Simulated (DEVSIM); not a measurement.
Device: abrupt Si p-n junction, at 300 K.

| layer (left to right) | material | thickness (μm) | Nd (cm⁻³) | Na (cm⁻³) | τn (s) | τp (s) |
|---|---|---|---|---|---|---|
| 1 | Si | 1.50 | - | 9.7e15 | 2.3e-5 | 2.3e-5 |
| 2 | Si | 6.00 | 3.7e16 | - | 2.3e-5 | 2.3e-5 |

Left contact: ohmic. Right contact: ohmic. Voltage is applied to the left contact. Recombination: SRH at mid-gap, radiative. Mobility is μmin + (μ − μmin)/(1 + (N/Nref)^α).

Constants are typed, rounded textbook-type inputs, not results; the design itself was drawn at random and stands for no fabricated device. Values at 300 K.

```csv
parameter,Si
gap (eV),1.124
affinity (eV),4.05
permittivity,11.7
Nc (cm⁻³),2.86e19
Nv (cm⁻³),3.1e19
μn (cm²/Vs),1417
μp (cm²/Vs),470
"μn,min",52
"μp,min",45
"Nref,n",9.7e16
"Nref,p",2.2e17
αn,0.68
αp,0.72
B (cm³/s),4.7e-15
```

Simulated with DEVSIM: 1D drift-diffusion, Boltzmann statistics, complete ionisation; no tunnelling, impact ionisation, image-force lowering or self-heating.

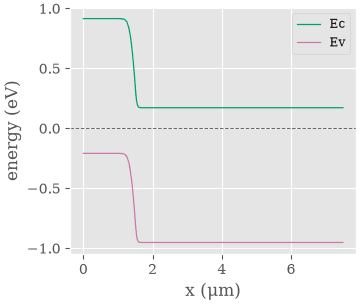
Band edges at zero bias

Energies count from the Fermi level of the right contact; mesh points crowd at the junctions.

| x (μm) | Ec (eV) | Ev (eV) | n (cm⁻³) | p (cm⁻³) | field (V/cm) |
|---|---|---|---|---|---|
| 0.000 | 0.915 | -0.209 | 12000 | 9.7e15 | ≈ 0 |
| 0.02571 | 0.915 | -0.209 | 12000 | 9.7e15 | ≈ 0 |
| 0.07805 | 0.915 | -0.209 | 12000 | 9.7e15 | ≈ 0 |
| 0.1846 | 0.915 | -0.209 | 12000 | 9.7e15 | ≈ 0 |
| 0.5154 | 0.915 | -0.209 | 12000 | 9.7e15 | ≈ 0 |
| 0.9599 | 0.915 | -0.209 | 12000 | 9.7e15 | ≈ 0 |
| 1.258 | 0.887 | -0.237 | 36000 | 3.3e15 | -5800 |
| 1.421 | 0.614 | -0.510 | 1.4e9 | 8.3e10 | -29000 |
| 1.474 | 0.442 | -0.682 | 1.1e12 | 1.1e8 | -37000 |
| 1.500 | 0.342 | -0.782 | 5.2e13 | 2200000 | -41000 |
| 1.524 | 0.260 | -0.864 | 1.2e15 | 96000 | -27000 |
| 1.603 | 0.176 | -0.948 | 3.2e16 | 3600 | -1700 |
| 1.740 | 0.172 | -0.952 | 3.7e16 | 3100 | ≈ 0 |
| 2.023 | 0.172 | -0.952 | 3.7e16 | 3100 | ≈ 0 |
| 2.921 | 0.172 | -0.952 | 3.7e16 | 3100 | ≈ 0 |
| 4.470 | 0.172 | -0.952 | 3.7e16 | 3100 | ≈ 0 |
| 6.065 | 0.172 | -0.952 | 3.7e16 | 3100 | ≈ 0 |
| 6.820 | 0.172 | -0.952 | 3.7e16 | 3100 | ≈ 0 |
| 7.258 | 0.172 | -0.952 | 3.7e16 | 3100 | ≈ 0 |
| 7.396 | 0.172 | -0.952 | 3.7e16 | 3100 | ≈ 0 |
| 7.462 | 0.172 | -0.952 | 3.7e16 | 3100 | ≈ 0 |
| 7.500 | 0.172 | -0.952 | 3.7e16 | 3100 | ≈ 0 |
